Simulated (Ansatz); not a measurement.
A series of calculations on HfHBrCl$_{4}$

### Relaxation

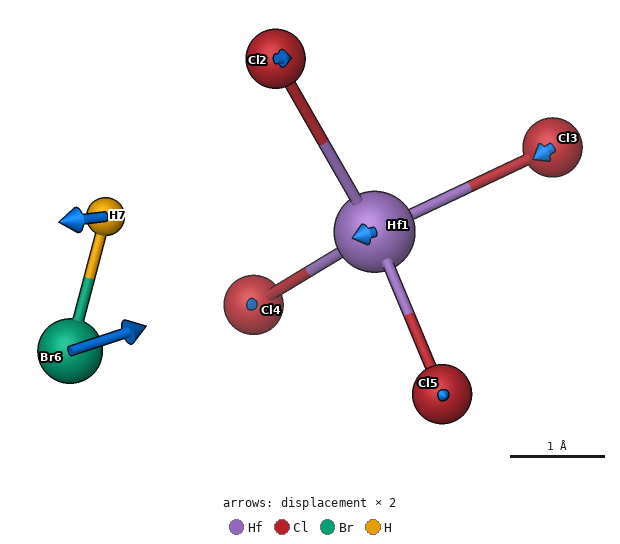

This is a relaxation of HfHBrCl4. The starting structure is drawn; blue arrows show the displacements, 2 times their true length. The two geometries are superimposed by the best rigid fit.

The picture is a ball-and-stick view, seen at a tilt.

The run prepares an end point of a later path (reaction) calculation, from a guessed geometry.

The calculation used Ansatz, RKS PBE0-D4/def2-SVP. (no spin polarisation; force threshold 0.03 eV/Å; at most 50 steps)

Which element moves most?

Answer. Bromine: up to 0.49 Å, against 0.30 Å for hydrogen.

What did the optimiser do to the structure, and how much energy did it gain?

Answer. The energy falls by 0.216 eV in 9 accepted moves (10 points after the start). The largest force component goes from 1.4 to 0.011 eV/Å. The line search rejected the trial step at point 6 of the run. The atom that moves furthest after the best rigid fit is Br6 (0.49 Å). By element the largest moves are Br 0.49 Å, H 0.30 Å, Hf 0.15 Å, Cl 0.14 Å. Among the contacts that change: Hf1–Br6 3.896 → 3.260 Å, Hf1–Cl2 2.472 → 2.357 Å, Br6–H7 1.500 → 1.427 Å, Hf1–Cl4 2.318 → 2.338 Å. Among the angles between lasting bonds that change: Cl2–Hf1–Cl3 105.7° → 101.3°, Cl3–Hf1–Cl4 106.1° → 102.0°, Cl2–Hf1–Cl4 113.4° → 116.8°. Cost: 36 s on 4 threads of Intel(R) Xeon(R) 6975P-C (Granite Rapids), with other jobs on the host, peak memory 0.48 GiB.

Limits of the set-up: the start holds two separate molecules, 2.6 Å apart at their closest, whose relative position is a soft coordinate.

### Relaxation

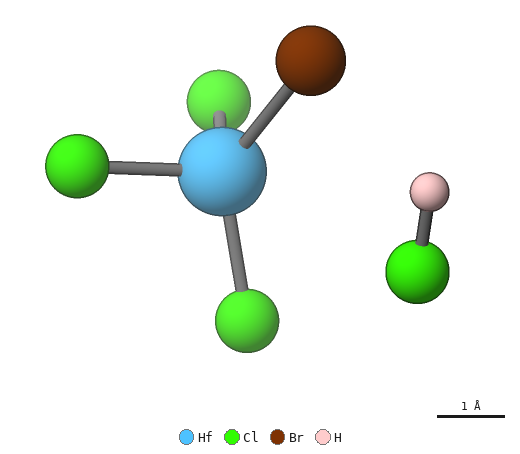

HfHBrCl4, before the relaxation. Style: ball-and-stick. Shown from a free direction.

The run prepares an end point of a later path (reaction) calculation, from a guessed geometry.

Level of theory: Ansatz 0.2.0, RKS PBE0-D4/def2-SVP.

Input
```yaml
crystal:
  periodic: [false, false, false]
  atoms:
    - { symbol: Hf, position_ang: [-0.605717, 0.0, -0.453569] }
    - { symbol: Cl, position_ang: [0.175188, 0.0, 3.182001] }
    - { symbol: Cl, position_ang: [1.66557, 0.0, 0.067655] }
    - { symbol: Cl, position_ang: [-0.892643, 1.831465, -1.831221] }
    - { symbol: Cl, position_ang: [-0.892643, -1.831465, -1.831221] }
    - { symbol: Br, position_ang: [-2.738134, 0.0, 1.132309] }
    - { symbol: H, position_ang: [-1.144521, 0.0, 3.372047] }
basis:
  gaussian: { orbitals: def2-SVP }
hamiltonian:
  xc: pbe0
  dispersion: d4
relax:
  f_tol: 0.03
  max_steps: 50
output:
  orbitals: {}
```

Launched with:
```bash
ansatz run input.yaml --threads 4 --pin off --max-ram 5120MiB --backend cpu --events-out ev --progress --plain --runs-dir out
```

Where does the relaxation end?

Answer. The largest move after the best rigid fit is that of Cl2, 0.72 Å. By element the largest moves are Cl 0.72 Å, Br 0.29 Å, Hf 0.29 Å, H 0.20 Å. Among the contacts that change: Hf1–Br6 2.657 → 2.491 Å, Cl2–H7 1.333 → 1.288 Å, Hf1–Cl3 2.330 → 2.317 Å, Hf1–Cl4 2.310 → 2.322 Å. Among the angles between lasting bonds that change: Cl3–Hf1–Br6 130.4° → 111.2°, Cl3–Hf1–Cl4 104.7° → 109.4°, Cl4–Hf1–Br6 104.8° → 108.6°. The energy falls by 21.9 kJ/mol in 9 accepted moves (11 points after the start). The largest force component goes from 1.2 to 0.0049 eV/Å. The line search rejected the trial steps at points 6, 9 of the run. Cost: 38 s on 4 threads of Intel(R) Xeon(R) 6975P-C (Granite Rapids), with other jobs on the host, peak memory 0.48 GiB.

History of the run:

```tsv
step	E − E(0), kJ/mol	largest force component, eV/Å	note
0	0.00	1.1886	
1	-3.38	1.3213	
2	-13.67	0.6772	
3	-15.11	0.7504	
4	-19.40	0.5256	
5	-20.98	0.1890	
6	-20.83	0.6216	rejected
7	-21.63	0.0361	
8	-21.69	0.0310	
9	-21.09	0.6035	rejected
10	-21.80	0.1790	
11	-21.89	0.0049
```

The structure at the end:

```xyz
7

Hf   -0.6980    0.0000   -0.7286
Cl    0.1860    0.0000    3.9050
Cl    1.4215    0.0000    0.2084
Cl   -0.9617    1.8959   -2.0437
Cl   -0.9617   -1.8959   -2.0437
Br   -2.4617    0.0000    1.0300
H    -0.9572    0.0000    3.3106
```

The end point in the same view:

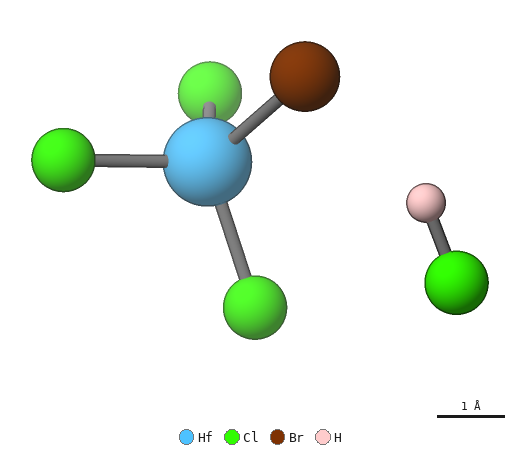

Limits of the set-up: the start holds two separate molecules, 2.7 Å apart at their closest, whose relative position is a soft coordinate.

### Path

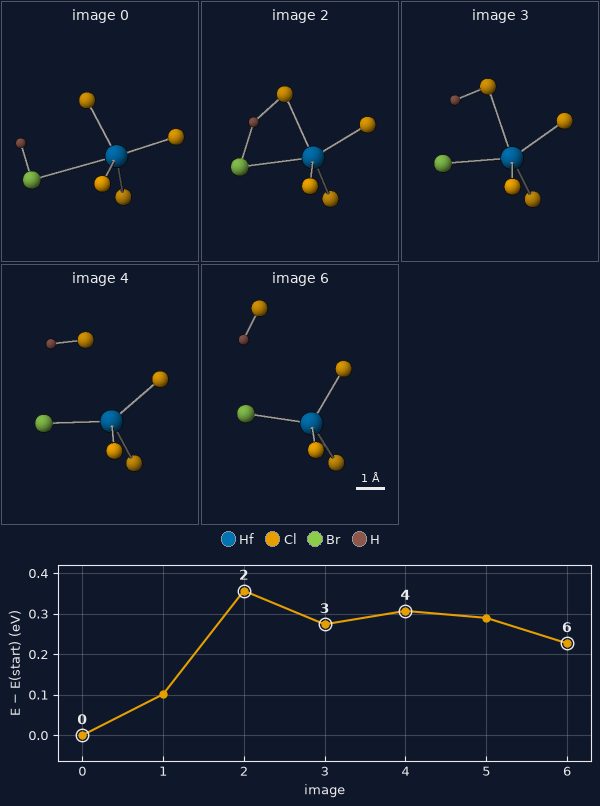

A nudged-elastic-band calculation for HfHBrCl4. Images are numbered from 0 (start) to 6 (end). Style: ball-and-stick. Shown at a tilt.

Theory: RKS PBE0-D4/def2-SVP in Ansatz.

Input
```yaml
crystal:
  periodic: [false, false, false]
  atoms:
    - { symbol: Hf, position_ang: [0.040047, 0.0, 0.020217] }
    - { symbol: Cl, position_ang: [0.405165, 0.0, 2.348309] }
    - { symbol: Cl, position_ang: [2.218407, 0.0, -0.780788] }
    - { symbol: Cl, position_ang: [-0.819613, 1.964903, -0.911241] }
    - { symbol: Cl, position_ang: [-0.819613, -1.964903, -0.911241] }
    - { symbol: Br, position_ang: [-2.972559, 0.0, 1.265986] }
    - { symbol: H, position_ang: [-2.484733, 0.0, 2.606759] }
basis:
  gaussian: { orbitals: def2-SVP }
hamiltonian:
  xc: pbe0
  dispersion: d4
neb:
  order_check: false
  images: 5
  f_tol: 0.05
  max_iterations: 60
  final_atoms:
    - { symbol: Hf, position_ang: [-0.64500635, 0.0, -0.73027036] }
    - { symbol: Cl, position_ang: [0.04167818, 0.0, 3.93671177] }
    - { symbol: Cl, position_ang: [1.43286453, 0.0, 0.29578679] }
    - { symbol: Cl, position_ang: [-0.85274097, 1.895894, -2.05531023] }
    - { symbol: Cl, position_ang: [-0.85274097, -1.895894, -2.05531023] }
    - { symbol: Br, position_ang: [-2.48173594, 0.0, 0.95200684] }
    - { symbol: H, position_ang: [-1.07521748, 0.0, 3.29438641] }
  initial_path:
    images:
      - { positions_ang: [[0.040047, 0.0, 0.020217], [0.405165, 0.0, 2.348309], [2.218407, 0.0, -0.780788], [-0.819613, 1.964903, -0.911241], [-0.819613, -1.964903, -0.911241], [-2.972559, 0.0, 1.265986], [-2.484733, 0.0, 2.606759]] }
      - { positions_ang: [[0.02951163, 0.0, 0.01696432], [0.25722941, 0.0, 2.52556358], [2.27836742, 0.0, -0.78373966], [-0.93458607, 1.99536867, -0.89019377], [-0.93458607, -1.99536867, -0.89019377], [-2.93293774, 0.0, 1.14719944], [-2.19589758, 0.0, 2.51240087]] }
      - { positions_ang: [[0.01897626, 0.0, 0.01371165], [0.10929381, 0.0, 2.70281817], [2.33832784, 0.0, -0.78669132], [-1.04955914, 2.02583433, -0.86914655], [-1.04955914, -2.02583433, -0.86914655], [-2.89331648, 0.0, 1.02841287], [-1.90706216, 0.0, 2.41804273]] }
      - { positions_ang: [[0.00844089, 0.0, 0.01045897], [-0.03864178, 0.0, 2.88007275], [2.39828827, 0.0, -0.78964298], [-1.16453221, 2.0563, -0.84809932], [-1.16453221, -2.0563, -0.84809932], [-2.85369521, 0.0, 0.90962631], [-1.61822674, 0.0, 2.3236846]] }
      - { positions_ang: [[-0.20937485, 0.0, -0.23645081], [-0.01186846, 0.0, 3.23228576], [2.07648036, 0.0, -0.42783306], [-1.0606018, 2.00283133, -1.25050296], [-1.0606018, -2.00283133, -1.25050296], [-2.72970879, 0.0, 0.92375315], [-1.43722365, 0.0, 2.64725187]] }
      - { positions_ang: [[-0.4271906, 0.0, -0.48336058], [0.01490486, 0.0, 3.58449877], [1.75467245, 0.0, -0.06602313], [-0.95667139, 1.94936267, -1.65290659], [-0.95667139, -1.94936267, -1.65290659], [-2.60572237, 0.0, 0.93788], [-1.25622057, 0.0, 2.97081914]] }
      - { positions_ang: [[-0.64500635, 0.0, -0.73027036], [0.04167818, 0.0, 3.93671177], [1.43286453, 0.0, 0.29578679], [-0.85274097, 1.895894, -2.05531023], [-0.85274097, -1.895894, -2.05531023], [-2.48173594, 0.0, 0.95200684], [-1.07521748, 0.0, 3.29438641]] }
```

Launched with:
```bash
ansatz run input.yaml --threads 4 --pin off --max-ram 5120MiB --backend cpu --events-out ev --progress --plain --runs-dir out
```

Question: Read off the barrier and say what moves.

Answer: Forward barrier 0.36 eV, backward barrier 0.13 eV, with image 2 at the top; the reaction energy is +0.23 eV. The profile has 2 maxima (images 2, 4) with a dip at image 3 (+0.27 eV), so the process runs in steps. The path has more than one stage, and so few images may leave a stage unresolved. Breaking: Br–H (1.43 → 2.73 Å), Cl–Hf (2.36 → 4.72 Å). Forming: Cl–H (2.90 → 1.29 Å). The band converged in 15 iterations. The largest component of the band force went from 3.4 to 0.019 eV/Å. The climbing image converged on the top of the path. Its vibrational analysis gives one imaginary mode (191i cm⁻¹), as a transition state must have.

The run took 3.7 min on 4 threads of Intel(R) Xeon(R) 6975P-C (Granite Rapids), with other jobs on the host, peak memory 0.51 GiB.
